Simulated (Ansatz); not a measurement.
# Si₂H₃O+ (SMILES O=[SiH][SiH2+]): one structure at several levels

How do the functionals fare away from a minimum? The structure is a structure displaced at random from a GFN2-xTB minimum.

Method: single points in def2-TZVPP; program: Ansatz 0.2.0, Gaussian basis.

Correlated methods freeze the cores.

## Step 1: Starting geometry

SMILES `O=[SiH][SiH2+]`, 6 atoms, charge 1, spin multiplicity 1.

Atoms are counted from 1 here; the program's logs count them from 0.

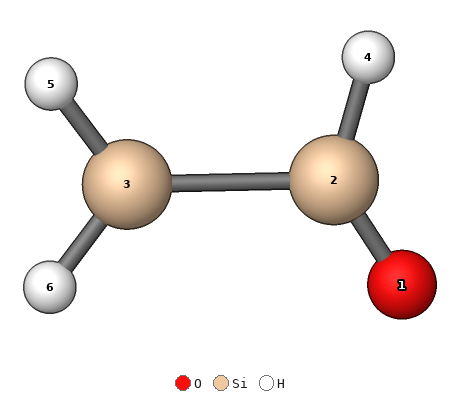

The starting geometry (oxygen red, silicon light orange, hydrogen white); atoms are numbered from 1 in the order of the file.

Coordinates:

```tsv
atom	x (Å)	y (Å)	z (Å)
O1	-0.7595	-1.8550	1.2849
Si2	-0.3043	-1.2311	0.0654
Si3	0.2452	1.0231	-0.0318
H4	-0.1567	-1.7364	-1.2826
H5	0.6981	1.7371	-1.2097
H6	0.2957	1.9648	1.0627
```

## Step 2: CCSD(T)/def2-TZVPP

run/in.yaml reads:

```yaml
crystal:
  periodic: [false, false, false]
  atoms:
    - {symbol: O, position_ang: [-0.759500, -1.855000, 1.284900]}
    - {symbol: Si, position_ang: [-0.304300, -1.231100, 0.065400]}
    - {symbol: Si, position_ang: [0.245200, 1.023100, -0.031800]}
    - {symbol: H, position_ang: [-0.156700, -1.736400, -1.282600]}
    - {symbol: H, position_ang: [0.698100, 1.737100, -1.209700]}
    - {symbol: H, position_ang: [0.295700, 1.964800, 1.062700]}
basis:
  gaussian: {orbitals: def2-TZVPP}
total_charge: 1
correlation: {method: ccsd_t}
output: {forces: true}
```

No record of the launch command was kept for these runs.

## Step 3: PBE0-D4/def2-TZVPP

run/in.yaml, as its differences from that of step 2:

```diff
@@ -12,3 +12,3 @@
 total_charge: 1
-correlation: {method: ccsd_t}
-output: {forces: true}
+hamiltonian: {xc: pbe0, dispersion: d4}
+output: {forces: true, orbitals: {seedname: orbitals}}
```

## Step 4: wB97M-V/def2-TZVPP

run/in.yaml, as its differences from that of step 3:

```diff
@@ -12,3 +12,3 @@
 total_charge: 1
-hamiltonian: {xc: pbe0, dispersion: d4}
-output: {forces: true, orbitals: {seedname: orbitals}}
+hamiltonian: {xc: {name: wB97M-V}}
+output: {forces: true}
```

## Step 5: r2SCAN-D4/def2-TZVPP

run/in.yaml, as its differences from that of step 4:

```diff
@@ -12,3 +12,3 @@
 total_charge: 1
-hamiltonian: {xc: {name: wB97M-V}}
+hamiltonian: {xc: r2scan, dispersion: d4}
 output: {forces: true}
```

## Step 6: PBE-D4/def2-TZVPP

run/in.yaml, as its differences from that of step 5:

```diff
@@ -12,3 +12,3 @@
 total_charge: 1
-hamiltonian: {xc: r2scan, dispersion: d4}
+hamiltonian: {xc: pbe, dispersion: d4}
 output: {forces: true}
```

## Step 7: r2SCAN0-D4/def2-TZVPP

run/in.yaml, as its differences from that of step 6:

```diff
@@ -12,3 +12,3 @@
 total_charge: 1
-hamiltonian: {xc: pbe, dispersion: d4}
+hamiltonian: {xc: {name: r2SCAN0}, dispersion: d4}
 output: {forces: true}
```

## Step 8: revPBE-D4/def2-TZVPP

run/in.yaml, as its differences from that of step 7:

```diff
@@ -12,3 +12,3 @@
 total_charge: 1
-hamiltonian: {xc: {name: r2SCAN0}, dispersion: d4}
+hamiltonian: {xc: {name: revPBE}, dispersion: d4}
 output: {forces: true}
```

(Steps that only read results are left out.)

What does the calculation give? Wanted: energy less free atoms, CCSD(T)/def2-TZVPP; RMS force component; RMS force error; HOMO and LUMO, PBE0-D4; T1 diagnostic.

As calculated:

| quantity | value |
| --- | --- |
| energy less free atoms, CCSD(T)/def2-TZVPP | -876.8 kJ/mol |
| RMS force component | 1.415 to 2.023 eV/Å over the methods |
| RMS force error | PBE0-D4 0.279, wB97M-V 0.310, r2SCAN-D4 0.121, PBE-D4 0.241, r2SCAN0-D4 0.407, revPBE-D4 0.283 eV/Å |
| HOMO and LUMO, PBE0-D4 | -13.92 and -10.58 eV |
| T1 diagnostic | 0.024 |

What this shows: Against CCSD(T) the functionals' energies less atoms differ by -67.9 to -1.2 kJ/mol, PBE-D4 by -67.9 kJ/mol. The reference is not at the basis limit: in triple zeta CCSD(T) underbinds, which counts against methods that bind more; the gaps are no ranking. For forces r2SCAN-D4 does best and r2SCAN0-D4 worst. Frozen-core CCSD(T) forces in triple zeta carry basis errors of their own, and this is one geometry, so small gaps rank nothing.
